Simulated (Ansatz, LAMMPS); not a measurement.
# A frame of liquid Au from 1773 K, run at 300 K (130 atoms): a short ab initio trajectory

Aim: follow a frame of liquid Au from 1773 K, run at 300 K (130 atoms) for a short time with forces from DFT, then look at structure and electrons in the last frame.

Program: Ansatz 0.2.0. Level of theory: Kohn-Sham DFT, revPBE, PAW (set soft_2), plane waves. Results are calculated unless marked as measured.

**1. Set-up**

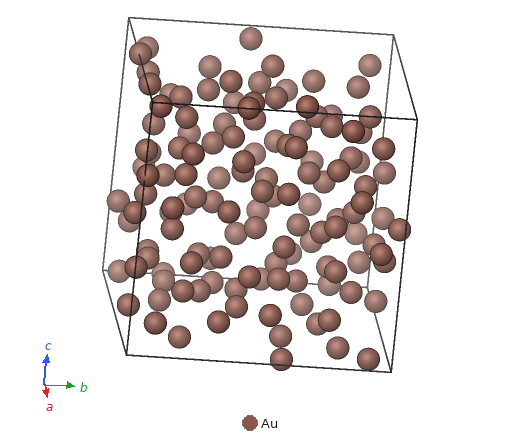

Start, viewed slightly off an axis; gold brown. Some periodic images of atoms are drawn too.

The cell holds 130 atoms: 130 Au. Cell: a = 13.598 Å, b = 13.598 Å, c = 13.598 Å, α = 90.0°, β = 90.0°, γ = 90.0°. 130 atoms (130 Au) placed at random at 16.9 g/cm³, melted at 2273 K for 20 ps at fixed volume with the EAM universal-3 functions (Foiles, Baskes and Daw, Phys. Rev. B 33, 7983 (1986)). Snapshot at the end of a hold of 20 ps at 1773 K and fixed volume.

Before any run, some limits are plain. The starting topology of bonds comes from the classical model. The cell was made at 1773 K but the dynamics is set to 300 K: the trajectory isn't one at 1773 K. Sampling is at Γ alone, for a cell whose shortest periodic width is 14 Å. Spin–orbit coupling is left out, which matters for the levels of the heavy elements.

**2. Single point at the start**

The forces at the start show how far the geometry lies from a minimum of this functional.

Input file input.yaml:

```yaml
crystal:
  lattice:
    - [13.5983, 0.0, 0.0]
    - [0.0, 13.5983, 0.0]
    - [0.0, 0.0, 13.5983]
  atoms:
    - { symbol: Au, position: [0.54628, 0.17392, 0.6792] }
    - { symbol: Au, position: [0.2471, 0.68817, 0.87847] }
    - { symbol: Au, position: [0.8913, 0.56993, 0.8234] }
    - { symbol: Au, position: [0.56004, 0.33982, 0.9584] }
    [... 120 atom lines left out ...]
    - { symbol: Au, position: [0.2294, 0.82756, 0.0774] }
    - { symbol: Au, position: [0.7725, 0.2196, 0.01005] }
    - { symbol: Au, position: [0.78826, 0.41977, 0.14895] }
    - { symbol: Au, position: [0.43242, 0.1084, 0.22998] }
    - { symbol: Au, position: [0.62166, 0.36279, 0.76109] }
    - { symbol: Au, position: [0.98933, 0.82693, 0.65604] }
kpoints:
  mp_grid: { grid: [1, 1, 1] }
hamiltonian:
  xc: revpbe
scf:
  occupations: { method: fermi_dirac, width: 0.1 }
output:
  forces: true
```

On the command line:

```
$ ansatz run input.yaml --threads 16 --pin off --max-ram 31232MiB --backend cpu --events-out ev --progress --plain --runs-dir out
```

It took 49 s on 16 threads of Arm Neoverse V2, shared host; peak memory 7.4 GiB; 12 min of CPU time.

The run gave:

- free energy: -1710651.7014 eV
- free energy per atom: -13158.8592 eV/atom
- SCF cycles: 9
- r.m.s. force component: 2.669 eV/Å
- longest force: 12.77 eV/Å
- Fermi energy: 17.24 eV

The r.m.s. force component of 2.7 eV/Å sets the starting point.

Neighbours are counted within 3.88 Å (Au-Au).

Length of the force by element and coordination:

| element | coordination | atoms | mean length of the force (eV/Å) | spread | least | most |
| --- | --- | --- | --- | --- | --- | --- |
| Au | all | 130 | 3.65 | 2.84 | 0.447 | 12.8 |
| Au | 10 | 7 | 2.93 | 1.77 | 0.663 | 5.90 |
| Au | 11 | 26 | 2.93 | 2.35 | 0.447 | 11.6 |
| Au | 12 | 42 | 3.95 | 2.81 | 0.461 | 10.8 |
| Au | 13 | 42 | 3.88 | 3.08 | 0.500 | 12.8 |
| Au | 14 | 12 | 3.78 | 3.31 | 0.806 | 11.5 |
| Au | 16 | 1 | 3.07 | 0 | 3.07 | 3.07 |

**3. Dynamics started at 300 K**

A Nosé–Hoover thermostat steers the temperature while disturbing the dynamics little. The time step is 2.0 fs.

Changes to input.yaml since step 2:

```diff
@@ -15 +15,8 @@
   forces: true
+md:
+  timestep: 2.0
+  n_steps: 86
+  ensemble: nvt_nose_hoover
+  temperature: 300
+  initial_velocities: maxwell_boltzmann
+  seed: 5660
```

Run time: 49 min. Hardware: 16 threads; peak memory 8.6 GiB; 12 h of CPU time.

The program notes that it switched symmetry off.

The trajectory, sampled:

| time (fs) | T (K) | potential (meV/atom) | conserved (meV/atom) |
| --- | --- | --- | --- |
| 0.0 | 300 | 0.0 | 0.00 |
| 12.0 | 789 | -63.2 | -0.18 |
| 22.0 | 1446 | -153.5 | -0.30 |
| 34.0 | 1844 | -229.7 | -0.30 |
| 46.0 | 1893 | -265.6 | -0.27 |
| 58.0 | 1736 | -278.8 | -0.25 |
| 68.0 | 1548 | -282.2 | -0.25 |
| 80.0 | 1332 | -283.8 | -0.25 |
| 92.0 | 1149 | -285.0 | -0.25 |
| 104.0 | 1001 | -286.8 | -0.25 |
| 114.0 | 910 | -290.0 | -0.25 |
| 126.0 | 845 | -297.5 | -0.25 |
| 138.0 | 818 | -308.8 | -0.26 |
| 150.0 | 808 | -321.7 | -0.27 |
| 160.0 | 796 | -331.9 | -0.27 |
| 172.0 | 771 | -342.4 | -0.27 |

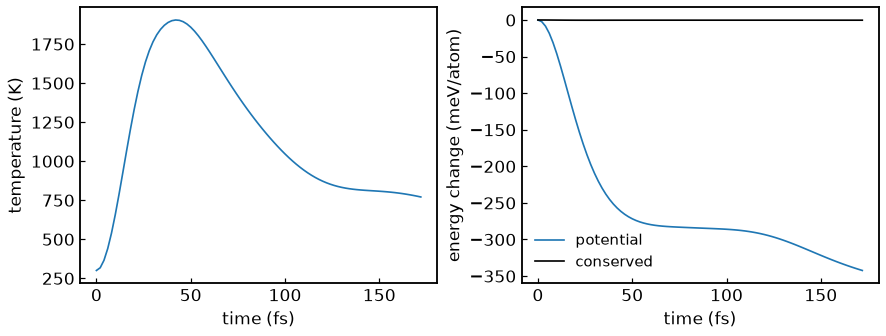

Temperature and energies against time.

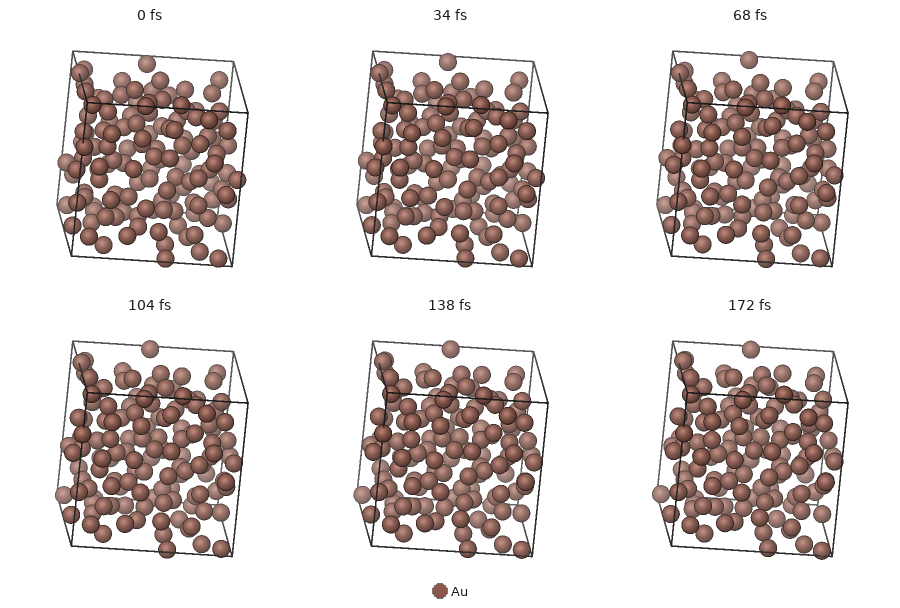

6 frames of the run.

Mean square displacement from the first frame to the last: Au 0.22 Å².

The mean square displacement, Au by time lag:

| time lag (fs) | mean square displacement, Au (Å²) |
| --- | --- |
| 2.0 | 5.9e-5 |
| 8.0 | 9.5e-4 |
| 16.0 | 0.00387 |
| 22.0 | 0.00735 |
| 26.0 | 0.0103 |
| 32.0 | 0.0155 |
| 40.0 | 0.0240 |
| 46.0 | 0.0313 |
| 54.0 | 0.0423 |
| 60.0 | 0.0512 |
| 64.0 | 0.0574 |
| 72.0 | 0.0703 |
| 78.0 | 0.0804 |
| 86.0 | 0.0941 |

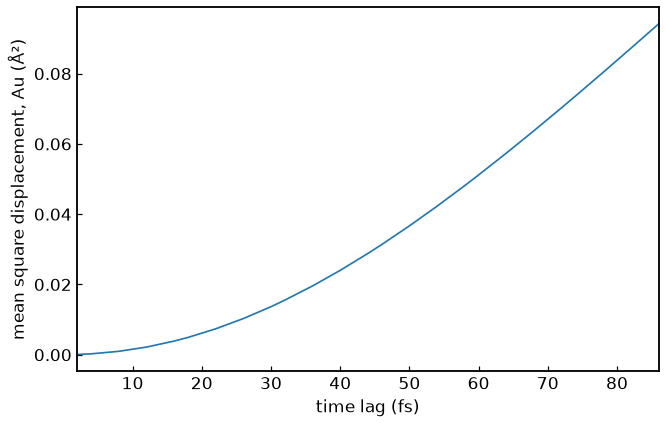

Mean square displacement, Au, plotted against time lag.

Over the second half of 172 fs the temperature averages 900 K, falling from about 1101 to 791 K (means over the first and last quarter of that half). The conserved energy stays within 0.31 meV/atom. The atoms reach a mean square displacement of 0.22 Å² at the end; the farthest move is 0.92 Å. The mean temperature of 900 K lies well off the 300 K of the input, so the thermostat hasn't yet brought the run to equilibrium. The count of bonds goes from 778 in the first frame to 781 in the last, by one set of cutoffs: 51 pairs passed out of them and 54 came within. The run spans 0.17 ps, too short for its means to be equilibrium values.

**4. Local order late in the run**

The g(r) is a mean over the second half; what follows it is taken at the last frame.

Bonds before and after, by the cutoffs listed below:

| pair | bonds before | bonds after | mean before (Å) | mean after (Å) | spread before (Å) | spread after (Å) |
| --- | --- | --- | --- | --- | --- | --- |
| Au-Au | 778 | 781 | 3.067 | 3.060 | 0.390 | 0.337 |

Density 16.9 g/cm³, 19.34 Å³ an atom.

Mean of 16 frames. Pair distribution function in bins of 0.2 Å:

| r (Å) | total |
| --- | --- |
| 2.30 | 0.01 |
| 2.50 | 0.59 |
| 2.70 | 2.86 |
| 2.90 | 2.79 |
| 3.10 | 1.49 |
| 3.30 | 1.01 |
| 3.50 | 0.75 |
| 3.70 | 0.62 |
| 3.90 | 0.60 |
| 4.10 | 0.62 |
| 4.30 | 0.70 |
| 4.50 | 0.80 |
| 4.70 | 0.97 |
| 4.90 | 1.24 |
| 5.10 | 1.29 |
| 5.30 | 1.34 |
| 5.50 | 1.23 |
| 5.70 | 1.04 |
| 5.90 | 0.94 |
| 6.10 | 0.75 |
| 6.30 | 0.83 |
| 6.50 | 0.88 |
| 6.70 | 0.88 |

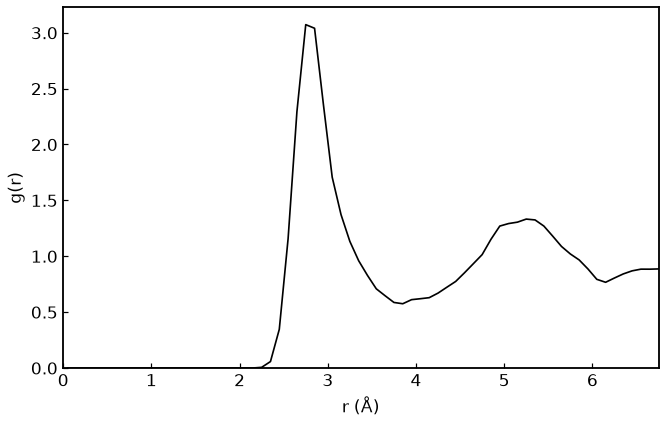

Pair distribution functions, lightly smoothed.

Bonds by pair of elements; cutoffs follow the first minimum of g(r), held within bounds set by covalent radii, and pairs that aren't listed don't count as bonded:

| pair A-B | cutoff (Å) | bonds | mean length (Å) | spread (Å) | shortest (Å) | B about A | A about B |
| --- | --- | --- | --- | --- | --- | --- | --- |
| Au-Au | 3.83 | 781 | 3.06 | 0.337 | 2.50 | 12.0 | 12.0 |

How many atoms have how many bonded neighbours:

| element | mean | 10 | 11 | 12 | 13 | 14 | 15 |
| --- | --- | --- | --- | --- | --- | --- | --- |
| Au | 12.0 | 9 | 32 | 47 | 34 | 6 | 2 |

Bond length by coordination (bonds to H left out):

| element | coordination | atoms | mean bond length (Å) |
| --- | --- | --- | --- |
| Au | 10 | 9 | 2.96 |
| Au | 11 | 32 | 2.99 |
| Au | 12 | 47 | 3.05 |
| Au | 13 | 34 | 3.12 |
| Au | 14 | 6 | 3.17 |
| Au | 15 | 2 | 3.30 |

The first maximum of g(r) stands at about 2.8 Å. With the cutoffs above, 36 % of Au atoms have 12 bonded neighbours. Bonds at Au atoms with 10 neighbours average 2.96 Å, against 3.17 Å at those with 14.

**5. Single point at the last frame**

The last frame is solved once more, with the analyses that the dynamics left out.

Input file input.yaml:

```yaml
crystal:
  lattice:
    - [13.5983, 0.0, 0.0]
    - [0.0, 13.5983, 0.0]
    - [0.0, 0.0, 13.5983]
  atoms:
    - { symbol: Au, position: [0.55564, 0.17718, 0.66887] }
    - { symbol: Au, position: [0.22658, 0.6709, 0.91015] }
    - { symbol: Au, position: [0.85643, 0.53957, 0.83939] }
    - { symbol: Au, position: [0.53835, 0.33168, 0.96561] }
    [... 120 atom lines left out ...]
    - { symbol: Au, position: [0.21197, 0.81378, 0.05867] }
    - { symbol: Au, position: [0.76523, 0.22478, 0.01765] }
    - { symbol: Au, position: [0.78751, 0.40158, 0.11436] }
    - { symbol: Au, position: [0.39681, 0.11261, 0.23968] }
    - { symbol: Au, position: [0.62192, 0.3429, 0.7582] }
    - { symbol: Au, position: [0.99738, 0.82047, 0.66157] }
kpoints:
  mp_grid: { grid: [1, 1, 1] }
hamiltonian:
  xc: revpbe
scf:
  occupations: { method: fermi_dirac, width: 0.1 }
output:
  forces: true
  stress: true
  populations: true
  dos:
    method: { smearing: { sigma: 0.1 } }
    de: 0.1
    projected: { site_lists: { Au: [Au] } }
  eigenvalues: true
  write_density: true
  write_potential: true
  volumetric_format: npy
  elf: true
```

Elapsed: 96 s, on 16 threads; peak memory 7.9 GiB.

The run gave:

| Item | Value |
| --- | --- |
| free energy | -1710696.2108 eV |
| free energy per atom | -13159.2016 eV/atom |
| SCF cycles | 11 |
| pressure | 6.951 GPa |
| r.m.s. force component | 0.6534 eV/Å |
| longest force | 2.668 eV/Å |
| Fermi energy | 17.17 eV |
| levels partly filled by over 2 per cent | 20 |
| spilling of the projection | 0.00678 |

Neighbours are counted within 3.83 Å (Au-Au), the cutoffs taken from the dynamics.

Length of the force by element and coordination:

| element | coordination | atoms | mean length of the force (eV/Å) | spread | least | most |
| --- | --- | --- | --- | --- | --- | --- |
| Au | all | 130 | 1.01 | 0.501 | 0.224 | 2.67 |
| Au | 10 | 9 | 1.17 | 0.614 | 0.284 | 2.42 |
| Au | 11 | 32 | 1.06 | 0.591 | 0.229 | 2.67 |
| Au | 12 | 47 | 1.08 | 0.439 | 0.359 | 2.14 |
| Au | 13 | 34 | 0.830 | 0.408 | 0.224 | 1.90 |
| Au | 14 | 6 | 1.15 | 0.426 | 0.633 | 1.78 |
| Au | 15 | 2 | 0.902 | 0.535 | 0.367 | 1.44 |

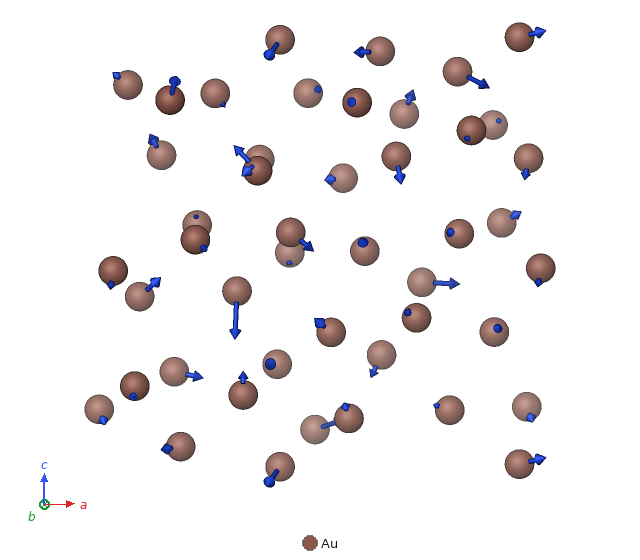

Forces as arrows; the longest in the cell is 2.67 eV/Å. Drawn is a slice 4 Å thick, seen along the normal of the ac plane.

States in the cell by windows of 1 eV, zero at the Fermi level; the larger projections on atomic orbitals stand beside the total:

| from (eV) | to (eV) | total | Au d | Au s |
| --- | --- | --- | --- | --- |
| -14 | -9 | 0.0 | 0.0 | 0.0 |
| -9 | -8 | 2.2 | 0.1 | 2.1 |
| -8 | -7 | 22.3 | 3.4 | 18.7 |
| -7 | -6 | 75.3 | 45.7 | 29.1 |
| -6 | -5 | 226.5 | 200.2 | 25.1 |
| -5 | -4 | 279.7 | 261.5 | 15.4 |
| -4 | -3 | 266.7 | 251.3 | 11.5 |
| -3 | -2 | 296.2 | 284.0 | 9.0 |
| -2 | -1 | 200.1 | 188.9 | 9.3 |
| -1 | 0 | 63.4 | 32.1 | 26.0 |
| 0 | 1 | 29.5 | 10.0 | 14.7 |
| 1 | 2 | 24.5 | 3.7 | 11.1 |
| 2 | 3 | 46.8 | 5.2 | 20.1 |
| 3 | 4 | 47.6 | 4.1 | 20.9 |
| 4 | 5 | 46.4 | 2.6 | 15.9 |

The stored curve holds about 1432 of the 2470 electrons; the rest, give or take the few that broadening carries across the Fermi level, lie in deeper levels below its range.

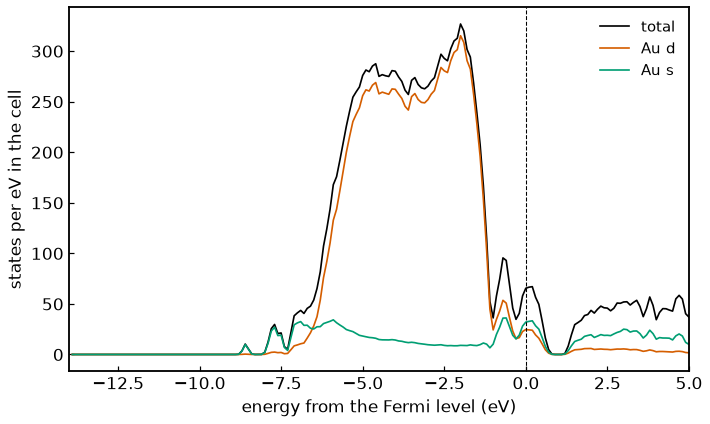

Total and projected density of states, with the broadening of the input.

The levels nearest the highest filled one (over half full), pooled over k-points and spins:

| level less the highest filled one (eV) | occupation |
| --- | --- |
| -0.135 | 1.64 |
| -0.125 | 1.61 |
| -0.0667 | 1.39 |
| -0.0484 | 1.31 |
| -0.0323 | 1.23 |
| 0 | 1.08 |
| 0.0456 | 0.85 |
| 0.0614 | 0.774 |
| 0.0995 | 0.602 |
| 0.146 | 0.425 |
| 0.152 | 0.405 |
| 0.191 | 0.293 |

**6. What came out**

```yaml
mean_temperature_second_half: 899.7 K
temperature_swing_second_half: 129.9 K
slope_of_the_conserved_energy_against_time_by_least_squares: -0.4297 meV/atom/ps
free_energy_per_atom: -13159.2016 eV/atom
pressure: 6.951 GPa
r_m_s_force_component: 0.6534 eV/Å
wall_time_of_the_3_dft_runs: 51 min
```

In words: Over the second half of 172 fs the temperature averages 900 K, falling from about 1101 to 791 K (means over the first and last quarter of that half). The conserved energy stays within 0.31 meV/atom. The mean temperature of 900 K lies well off the 300 K of the input, so the thermostat hasn't yet brought the run to equilibrium. The count of bonds goes from 778 in the first frame to 781 in the last, by one set of cutoffs: 51 pairs passed out of them and 54 came within. The run spans 0.17 ps, too short for its means to be equilibrium values. With the cutoffs above, 36 % of Au atoms have 12 bonded neighbours. 20 levels are partly filled, by over 2 % (at Γ alone), as in a metal.

Caveats: The starting topology of bonds comes from the classical model; in DFT 51 of its 778 bonded pairs passed out of the cutoffs and 54 came within them. The pressure of 7.0 GPa is that of one thermal frame at a volume set beforehand, without the kinetic term.

[Logs are printed without paths, hosts, clocks, repeated set-up lines and the standing remarks that a program may print on its own settings, such as how far it seeks lower states.]

[Hosts, paths, dates, database ids (printed as entryN), source tags and the programs' standing remarks are cut or masked in the printed files.]
